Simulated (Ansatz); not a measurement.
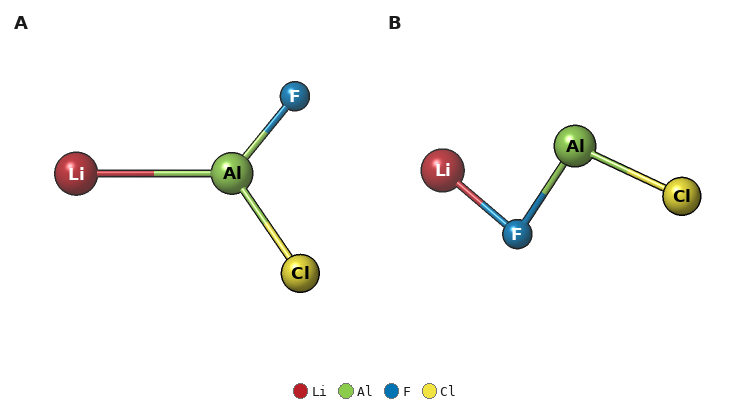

2 stationary structures of one formula. Geometries: PBE0-D4/def2-TZVP. Electronic energies: RHF-CCSD(T) (frozen core)/def2-TZVPP (Ansatz 0.2.0), without zero-point energy. No frequency run is at hand to confirm each as a minimum.

> Which is lowest in energy, and by how much?

B is lowest (Cs); A lies 19.7 kJ/mol above it (Cs).

Give E(B) − E(A) in kJ/mol at these levels too: PBE0-D4/def2-TZVPP; ωB97M-V/def2-TZVPP; PBE0-D4/def2-TZVP; RHF-CCSD(T) (frozen core)/def2-TZVPP; r2SCAN-D4/def2-TZVPP; PBE-D4/def2-TZVPP; B3LYP-D4/def2-TZVPP.

```
                               level  E(B) − E(A) (kJ/mol)
                  PBE0-D4/def2-TZVPP                 −21.5
                  ωB97M-V/def2-TZVPP                 −28.9
                   PBE0-D4/def2-TZVP                 −20.4
RHF-CCSD(T) (frozen core)/def2-TZVPP                 −19.7
                r2SCAN-D4/def2-TZVPP                 −22.1
                   PBE-D4/def2-TZVPP                 −27.2
                 B3LYP-D4/def2-TZVPP                 −26.3
```
